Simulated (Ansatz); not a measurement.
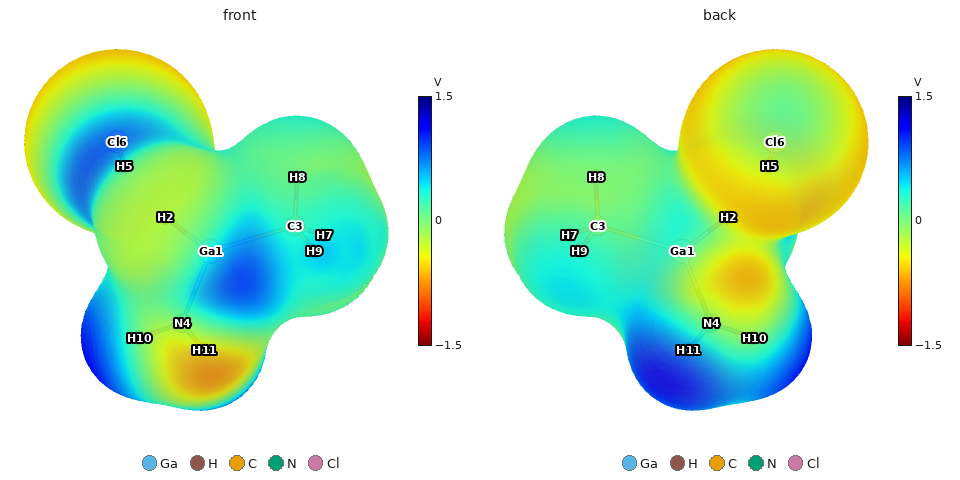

The picture shows: CH6GaN···HCl. The molecular electrostatic potential painted on the density surface at 0.001 e/bohr³, seen from the front and from behind; red is negative and blue positive.

Not at a stationary point (largest force 0.6 eV/Å).

Theory: Ansatz 0.2.0, RKS revPBE/def2-SVP.

Input file:

```
crystal:
  periodic: [false, false, false]
  atoms:
    - { symbol: Ga, position_ang: [-0.0045, -0.1404, 0.1483] }
    - { symbol: H, position_ang: [1.2754, 1.2839, 0.7916] }
    - { symbol: C, position_ang: [-0.4011, 0.2464, -1.7943] }
    - { symbol: "N", position_ang: [0.5355, -1.5457, 1.1931] }
    - { symbol: H, position_ang: [0.4724, 1.5872, 1.2628] }
    - { symbol: Cl, position_ang: [-1.2275, 1.5567, 1.7154] }
    - { symbol: H, position_ang: [0.4585, 0.0021, -2.4205] }
    - { symbol: H, position_ang: [-0.6195, 1.3122, -1.8806] }
    - { symbol: H, position_ang: [-1.2679, -0.3248, -2.1363] }
    - { symbol: H, position_ang: [0.3753, -1.4625, 2.1926] }
    - { symbol: H, position_ang: [0.4034, -2.5152, 0.9279] }
basis:
  gaussian: { orbitals: def2-SVP }
hamiltonian:
  xc: revpbe
relax:
  f_tol: 0.15
  max_steps: 25
  restrain:
    - { distance: [0, 5], at: 3.54, k: 30.0 }
    - { distance: [4, 1], at: 1.92, k: 30.0 }
    - { distance: [0, 1], at: 1.53, k: 30.0 }
    - { distance: [4, 5], at: 1.33, k: 30.0 }
output:
  orbitals: {}
```

Run with:

```sh
ansatz run input.yaml --threads 2 --pin off --max-ram 3072MiB --backend cpu --events-out ev --progress --plain --runs-dir out
```

The fields are those of the run's last geometry, not of the input's.

### Where is the surface potential most negative and most positive?

The most negative region (about −0.7 V) lies over N4 and Cl6, the most positive (about +1.1 V) over H10 and H11.
